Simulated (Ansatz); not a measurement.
# Ti5Si: altered inputs and their outcomes

The task, for Ti5Si: alter the input in ways that users do by mistake, and trace each outcome to its cause.

Method: DFT PBEsol, scalar-relativistic, plane waves, PAW, in Ansatz 0.2.0.

2 further runs of the same task are left out: 1 that didn't finish, 1 set aside as unsound or not needed. Runs told in other sessions of the task aren't counted.

### Step 1. The system as given

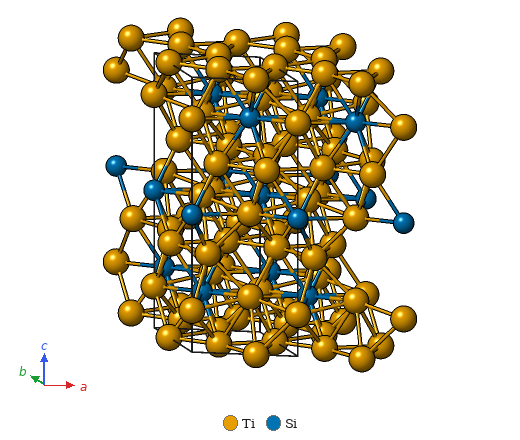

Start, viewed slightly off an axis; titanium amber, silicon blue. 2×2×1 cells are drawn. Atoms on the faces are drawn again on the opposite ones. The cell drawn here is the conventional one.

Coordinates:

```
CELL_PARAMETERS angstrom
2.52284 1.45656 4.44090
-2.52284 1.45656 4.44090
0.00000 -2.91312 4.44090
ATOMIC_POSITIONS crystal
Ti 0.15144 0.15144 0.15144
Ti 0.60535 0.39465 0.00000
Ti 0.00000 0.60535 0.39465
Ti 0.84856 0.84856 0.84856
Ti 0.39465 0.00000 0.60535
Si 0.50000 0.50000 0.50000
```

The structure comes from the Materials Project (structure only); it is used as listed.

### Step 2. The base run, which the others are set against

File input.yaml:

```yaml
crystal:
  lattice:
    - [2.5228393509, 1.4565619783, 4.4409048145]
    - [-2.5228393509, 1.4565619783, 4.4409048145]
    - [0.0, -2.9131239567, 4.4409048145]
  atoms:
    - { symbol: Ti, position: [0.15143967, 0.15143967, 0.15143967] }
    - { symbol: Ti, position: [0.60535, 0.39465, 0.0] }
    - { symbol: Ti, position: [0.0, 0.60535, 0.39465] }
    - { symbol: Ti, position: [0.84856033, 0.84856033, 0.84856033] }
    - { symbol: Ti, position: [0.39465, 0.0, 0.60535] }
    - { symbol: Si, position: [0.5, 0.5, 0.5] }
basis:
  ecutwfc: 420
kpoints:
  mp_grid: { grid: [12, 12, 12] }
hamiltonian:
  xc: pbesol
scf:
  occupations: { method: gaussian, width: 0.1 }
output:
  forces: true
  stress: true
  eigenvalues: true
  populations: true
  write_density: true
  write_potential: true
  elf: true
  volumetric_format: npy
```

Its results, from an earlier run: -2165.4856 eV/atom at zero smearing, pressure -4.41 GPa, largest force 0.067 eV/Å, no gap on the mesh, in 7 SCF cycles and 96 s.

The trials below also drop the population analysis, and some take a cap on SCF cycles, a coarser mesh or a wider smearing so that they end quickly.

### Step 3. Trial 1: an altered input

input.yaml: that of step 2 with these lines changed.

```diff
@@ -17,3 +17,3 @@
 hamiltonian:
-  xc: pbesol
+  xc: hse
 scf:
@@ -24,6 +24 @@
   eigenvalues: true
-  populations: true
-  write_density: true
-  write_potential: true
-  elf: true
-  volumetric_format: npy
```

Launch:

```sh
$ ansatz run input.yaml --threads 1 --pin off --max-ram 2560MiB --backend cpu --events-out ev --progress --plain --runs-dir out
```

Output:

```text
Error: YAML parse error: error: line 18 column 7: hamiltonian.xc: unknown variant `hse`, expected one of `lda`, `lda-pw`, `pw92`, `pbe`, `pbesol`, `rpbe`, `revpbe`, `blyp`, `pbe0`, `revpbe0`, `b3lyp`, `b3lyp5`, `hse06`, `wpbeh`, `hiss`, `lc_wpbe`, `cam_b3lyp`, `hf`, `r2scan`, `r2scanh`, `r2scan0`, `r2scan50`, `mr2scan`
  --> <input>:18:7
   |
16 |   mp_grid: { grid: [12, 12, 12] }
17 | hamiltonian:
18 |   xc: hse
   |       ^ hamiltonian.xc: unknown variant `hse`, expected one of `lda`, `lda-pw`, `pw92`, `pbe`, `pbesol`, `rpbe`, `revpbe`, `blyp`, `pbe0`, `revpbe0`, `b3lyp`, `b3lyp5`, `hse06`, `wpbeh`, `hiss`, `lc_wpbe`, `cam_b3lyp`, `hf`, `r2scan`, `r2scanh`, `r2scan0`, `r2scan50`, `mr2scan`
19 | scf:
20 |   occupations: { method: gaussian, width: 0.1 }
   |
```

It took 0.03 s on 1 thread of Arm Neoverse V2, shared host; peak memory 0.021 GiB.

**Diagnosis.** The program refused the input before any cycle. The fault is a functional's name that the program doesn't know. The name isn't in the program's list. Remedy: a listed name.

### Step 4. Trial 2: an altered input

input.yaml: that of step 2 with these lines changed.

```diff
@@ -15,3 +15,3 @@
 kpoints:
-  mp_grid: { grid: [12, 12, 12] }
+  mp_grid: { grid: [1, 1, 1] }
 hamiltonian:
@@ -24,6 +24 @@
   eigenvalues: true
-  populations: true
-  write_density: true
-  write_potential: true
-  elf: true
-  volumetric_format: npy
```

Launch:

```sh
$ ansatz run input.yaml --threads 1 --pin off --max-ram 2560MiB --backend cpu --events-out ev --progress --plain --runs-dir out
```

Output, shortened:

```text
Warning: RAYON_NUM_THREADS=1 ignored (pool sized by the plan → 1); use --threads N
[...]
Pseudopotentials: kind: paw
Pseudopotential: Ti, paw, valence charge 12, recommended cutoff 420 eV (normal), Ti.paw.azcp
Pseudopotential: Si, paw, valence charge 4, recommended cutoff 420 eV (normal), Si.paw.azcp
Functional definition: PBEsol
[...]
Crystal: 6 atoms, lattice volume = 97.913 Å³
Basis set: ecut = 420 eV, 1911 PW (Γ), exchange–correlation on 72×72×72 points (8 copies of the dense FFT grid, shifted against one another)
Bands: 39, of which v1, the nominal top of the filled ones, is band 32 counted from 1 (31 counted from 0)
Symmetry: 6 space group operations
Space group: R32 (ITA 155), of the structure as read, at distance tolerance 4.6e-5 Å
k-points: 1
[...]
SCF iter   1: F=—  HF=-12989.651151 eV  |F-HF|=—  |Δ(HF+E_count)|=         —  Δρ=2.54e-2  dr2=7.27e-1  ethr=1.77e-3  ⟨swp⟩=8.0  Hψ=160  notcnv=0
[...]
SCF iter   8: F=-12989.483965 eV  HF=-12989.483965 eV  |F-HF|=2.65e-8  |Δ(HF+E_count)|=   3.11e-7  Δρ=6.95e-6  dr2=4.93e-8  ethr=1.56e-10  ⟨swp⟩=9.0  Hψ=185  notcnv=0
[...]
SCF converged after 8 iterations
Free energy (F): -12989.483965 eV
[...]
E sigma→0 (E₀):  -12989.422828 eV
Entropy (-TS):   -0.122274 eV (-20.379 meV/atom)
Fermi energy:    13.020313 eV
[...]
--- Forces (eV/Å), atoms counted from 1 ---
  atom   1  Ti     0.00000000     0.00000000    -1.02123095
  atom   2  Ti    -0.17910172     0.00000000     0.00000000
  atom   3  Ti     0.08955086    -0.15510664    -0.00000000
  atom   4  Ti     0.00000000    -0.00000000     1.02123095
  atom   5  Ti     0.08955086     0.15510664     0.00000000
  atom   6  Si     0.00000000     0.00000000    -0.00000000
[...]
--- Stress (GPa, compression-positive) ---
       -1.852787       0.000000       0.000000
        0.000000      -1.852787       0.000000
        0.000000       0.000000      -2.984722
  P = ⅓ Tr σ = -2.2301 GPa (-22.301 kbar)
--- Band table (eV) ---
[...]
```

It took 0.87 s on 1 thread of Arm Neoverse V2, shared host; peak memory 0.29 GiB.

Cause: The run ends without an error, yet its numbers are not those of the crystal and state that were meant. The fault is one k-point for a metal. One point can't sample a Fermi surface. It gives an energy at zero smearing 582 meV per atom above the sound run's, a pressure of -2.2 GPa against -4.4, a largest force of 1.02 eV/Å against 0.07 and a gap of 0.10 eV where the sound run has none. Remedy: a converged mesh.

### Step 5. Trial 3: the input is changed

File input.yaml:

```yaml
crystal:
  lattice:
    - [2.5228393509, 1.4565619783, 4.4409048145]
    - [-2.5228393509, 1.4565619783, 4.4409048145]
    - [0.0, -2.9131239567, 4.4409048145]
  atoms:
    - { symbol: Ti, position: [0.15143967, 0.15143967, 0.15143967] }
    - { symbol: Ti, position: [0.60535, 0.39465, 0.0] }
    - { symbol: Ti, position: [0.5, 0.5, 0.5] }
    - { symbol: Ti, position: [0.84856033, 0.84856033, 0.84856033] }
    - { symbol: Ti, position: [0.39465, 0.0, 0.60535] }
    - { symbol: Si, position: [0.0, 0.60535, 0.39465] }
basis:
  ecutwfc: 420
kpoints:
  mp_grid: { grid: [12, 12, 12] }
hamiltonian:
  xc: pbesol
scf:
  occupations: { method: gaussian, width: 0.1 }
  max_iter: 100
output:
  forces: true
  stress: true
  eigenvalues: true
```

Launch:

```sh
$ ansatz run input.yaml --threads 1 --pin off --max-ram 2560MiB --backend cpu --events-out ev --progress --plain --runs-dir out
```

Output, shortened:

```text
Warning: RAYON_NUM_THREADS=1 ignored (pool sized by the plan → 1); use --threads N
[...]
Pseudopotentials: kind: paw
Pseudopotential: Ti, paw, valence charge 12, recommended cutoff 420 eV (normal), Ti.paw.azcp
Pseudopotential: Si, paw, valence charge 4, recommended cutoff 420 eV (normal), Si.paw.azcp
Functional definition: PBEsol
[...]
Crystal: 6 atoms, lattice volume = 97.913 Å³
Basis set: ecut = 420 eV, 1911 PW (Γ), exchange–correlation on 72×72×72 points (8 copies of the dense FFT grid, shifted against one another)
Bands: 39, of which v1, the nominal top of the filled ones, is band 32 counted from 1 (31 counted from 0)
Symmetry: 2 space group operations
Space group: C2 (ITA 5), of the structure as read, at distance tolerance 4.6e-5 Å
k-points: 476 of 1728 (time reversal used)
[...]
SCF iter   1: F=—  HF=-12992.245114 eV  |F-HF|=—  |Δ(HF+E_count)|=         —  Δρ=8.50e-3  dr2=6.88e-2  ethr=1.77e-3  ⟨swp⟩=6.9  Hψ=79274  notcnv=0
[...]
SCF iter   6: F=-12992.230735 eV  HF=-12992.230735 eV  |F-HF|=4.37e-8  |Δ(HF+E_count)|=   4.63e-8  Δρ=1.04e-5  dr2=9.62e-8  ethr=1.56e-10  ⟨swp⟩=8.9  Hψ=76971  notcnv=0
[...]
SCF converged after 6 iterations
Free energy (F): -12992.230735 eV
[...]
E sigma→0 (E₀):  -12992.212897 eV
Entropy (-TS):   -0.035677 eV (-5.946 meV/atom)
Fermi energy:    13.190986 eV
[...]
--- Forces (eV/Å), atoms counted from 1 ---
  atom   1  Ti     0.05139818    -0.60927263    -0.15453702
  atom   2  Ti     0.31413993     0.12209672     0.02426690
  atom   3  Ti    -0.30679333     0.53138164     0.00000000
  atom   4  Ti     0.50194648    -0.34914844     0.15453702
  atom   5  Ti    -0.26280883    -0.21100480    -0.02426690
  atom   6  Si    -0.29787995     0.51594321     0.00000000
[...]
--- Stress (GPa, compression-positive) ---
       -4.116307      -2.418536      -0.270908
       -2.418536      -1.323622      -0.156409
       -0.270908      -0.156409      -3.358406
  P = ⅓ Tr σ = -2.9328 GPa (-29.328 kbar)
--- Band table (eV; the first three rows and the last of 476) ---
[...]
```

It took 2.4 min on 1 thread of Arm Neoverse V2, shared host; peak memory 1.3 GiB.

**Diagnosis.** The run finishes without an error. The fault is two atoms' positions swapped. Two unlike atoms sit on each other's sites. It gives an energy at zero smearing 117 meV per atom above the sound run's, a pressure of -2.9 GPa against -4.4 and a largest force of 0.63 eV/Å against 0.07. Remedy: the atoms on their own sites.

### Step 6. Trial 4

input.yaml: that of step 2 with these lines changed.

```diff
@@ -19,3 +19,3 @@
 scf:
-  occupations: { method: gaussian, width: 0.1 }
+  occupations: { method: fixed }
 output:
@@ -24,6 +24 @@
   eigenvalues: true
-  populations: true
-  write_density: true
-  write_potential: true
-  elf: true
-  volumetric_format: npy
```

Launch:

```sh
$ ansatz run input.yaml --threads 1 --pin off --max-ram 2560MiB --backend cpu --events-out ev --progress --plain --runs-dir out
```

Output, shortened:

```text
Warning: RAYON_NUM_THREADS=1 ignored (pool sized by the plan → 1); use --threads N
[...]
Pseudopotentials: kind: paw
Pseudopotential: Ti, paw, valence charge 12, recommended cutoff 420 eV (normal), Ti.paw.azcp
Pseudopotential: Si, paw, valence charge 4, recommended cutoff 420 eV (normal), Si.paw.azcp
Functional definition: PBEsol
[...]
Crystal: 6 atoms, lattice volume = 97.913 Å³
Basis set: ecut = 420 eV, 1911 PW (Γ), exchange–correlation on 72×72×72 points (8 copies of the dense FFT grid, shifted against one another)
Bands: 39, of which v1, the nominal top of the filled ones, is band 32 counted from 1 (31 counted from 0)
Symmetry: 6 space group operations
Space group: R32 (ITA 155), of the structure as read, at distance tolerance 4.6e-5 Å
k-points: 189 of 1728 (time reversal used)
[...]
SCF iter   1: F=—  HF=-12992.911551 eV  |F-HF|=—  |Δ(HF+E_count)|=         —  Δρ=1.09e-2  dr2=1.38e-1  ethr=1.77e-3  ⟨swp⟩=5.0  Hψ=27252  notcnv=0  defer=789
[...]
SCF iter   8: F=-12992.867568 eV  HF=-12992.867568 eV  |F-HF|=4.73e-9  |Δ(HF+E_count)|=   9.17e-8  Δρ=3.33e-6  dr2=1.06e-8  ethr=1.56e-10  ⟨swp⟩=11.2  Hψ=33777  notcnv=0
[...]
SCF converged after 8 iterations
Free energy (F): -12992.867568 eV
[...]
E sigma→0 (E₀):  -12992.867568 eV
Fermi energy:    13.564818 eV
[...]
--- Forces (eV/Å), atoms counted from 1 ---
  atom   1  Ti     0.00000000    -0.00000000     0.09080127
  atom   2  Ti    -0.09229906     0.00000000     0.00000000
  atom   3  Ti     0.04614953    -0.07993333    -0.00000000
  atom   4  Ti     0.00000000     0.00000000    -0.09080127
  atom   5  Ti     0.04614953     0.07993333     0.00000000
  atom   6  Si     0.00000000     0.00000000     0.00000000
[...]
--- Stress (GPa, compression-positive) ---
       -4.137994       0.000000       0.000000
        0.000000      -4.137994       0.000000
        0.000000       0.000000      -4.808436
  P = ⅓ Tr σ = -4.3615 GPa (-43.615 kbar)
--- Band table (eV; the first three rows and the last of 189) ---
[...]
```

Wall time 79 s (1 thread of Arm Neoverse V2, shared host); peak memory 0.71 GiB.

Cause: The run finishes without an error. The fault is fixed occupations on a metal. Bands cross the Fermi level, so no fixed count of filled bands holds at every k-point. It gives an energy at zero smearing 7.64 meV per atom above the sound run's, a pressure of -4.4 GPa against -4.4 and a largest force of 0.09 eV/Å against 0.07. The cure is a smearing.

### Step 7. Trial 5: an altered input

input.yaml: that of step 2 with these lines changed.

```diff
@@ -13,3 +13,3 @@
 basis:
-  ecutwfc: 420
+  ecutwfc: 110
 kpoints:
@@ -20,2 +20,3 @@
   occupations: { method: gaussian, width: 0.1 }
+  max_iter: 74
 output:
@@ -24,6 +25 @@
   eigenvalues: true
-  populations: true
-  write_density: true
-  write_potential: true
-  elf: true
-  volumetric_format: npy
```

Launch:

```sh
$ ansatz run input.yaml --threads 1 --pin off --max-ram 2560MiB --backend cpu --events-out ev --progress --plain --runs-dir out
```

Output, shortened:

```text
Warning: basis.ecutwfc = 110 eV is below the records' recommended 420 eV, and the density's cutoff is lower with it unless basis.ecutrho_ratio is high enough to keep the records' density cutoff: compare with a run at a higher cutoff
Warning: RAYON_NUM_THREADS=1 ignored (pool sized by the plan → 1); use --threads N
[...]
Pseudopotentials: kind: paw
Pseudopotential: Ti, paw, valence charge 12, recommended cutoff 420 eV (normal), Ti.paw.azcp
Pseudopotential: Si, paw, valence charge 4, recommended cutoff 420 eV (normal), Si.paw.azcp
Functional definition: PBEsol
[...]
Crystal: 6 atoms, lattice volume = 97.913 Å³
Basis set: ecut = 110 eV, 271 PW (Γ), exchange–correlation on 40×40×40 points (8 copies of the dense FFT grid, shifted against one another)
Bands: 39, of which v1, the nominal top of the filled ones, is band 32 counted from 1 (31 counted from 0)
Symmetry: 6 space group operations
Space group: R32 (ITA 155), of the structure as read, at distance tolerance 4.6e-5 Å
k-points: 189 of 1728 (time reversal used)
[...]
SCF iter   1: F=—  HF=-12753.207931 eV  |F-HF|=—  |Δ(HF+E_count)|=         —  Δρ=4.39e-1  dr2=1.37e2  ethr=1.77e-3  ⟨swp⟩=6.8  Hψ=31232  notcnv=0
[...]
SCF iter   8: F=-12660.273835 eV  HF=-12660.273835 eV  |F-HF|=4.95e-8  |Δ(HF+E_count)|=   2.12e-7  Δρ=6.04e-6  dr2=7.32e-8  ethr=1.56e-10  ⟨swp⟩=11.0  Hψ=29944  notcnv=0
[...]
SCF converged after 8 iterations
Free energy (F): -12660.273835 eV
[...]
E sigma→0 (E₀):  -12660.257975 eV
Entropy (-TS):   -0.031719 eV (-5.287 meV/atom)
Fermi energy:    14.882015 eV
[...]
--- Forces (eV/Å), atoms counted from 1 ---
  atom   1  Ti     0.00000000    -0.00000000     1.64837729
  atom   2  Ti     4.63813789    -0.00000000     0.00000000
  atom   3  Ti    -2.31906894     4.01674524     0.00000000
  atom   4  Ti     0.00000000     0.00000000    -1.64837729
  atom   5  Ti    -2.31906894    -4.01674524    -0.00000000
  atom   6  Si     0.00000000     0.00000000     0.00000000
[...]
--- Stress (GPa, compression-positive) ---
        2.499102       0.000000       0.000000
        0.000000       2.499102       0.000000
        0.000000       0.000000     -19.042511
  P = ⅓ Tr σ = -4.6814 GPa (-46.814 kbar)
--- Band table (eV; the first three rows and the last of 189) ---
[...]
```

Run time: 19 s. Hardware: 1 thread of Arm Neoverse V2, shared host; peak memory 0.4 GiB.

Cause: The run finishes without an error. The fault is a cutoff far under the potentials' need. The plane waves can't represent the pseudo-wavefunctions. It gives an energy at zero smearing 55.44 eV per atom above the sound run's, a pressure of -4.7 GPa against -4.4 and a largest force of 4.64 eV/Å against 0.07. Remedy: the recommended cutoff.

### Step 8. Summary of results

```
quantity                                                             value
 trial 1        a functional's name that the program doesn't know: refused
 trial 2                  one k-point for a metal: converged, wrong result
 trial 3             two atoms' positions swapped: converged, wrong result
 trial 4             fixed occupations on a metal: converged, wrong result
 trial 5  a cutoff far under the potentials' need: converged, wrong result
```

Of the 5 altered inputs in this session: 1 refused and 4 finished with a wrong result. Those that finish are the dangerous kind: their numbers look like results, and only the log's warnings or a comparison with a sound run give them away. In some runs cutoff or mesh lie under the advised values, so their numbers carry a basis error.
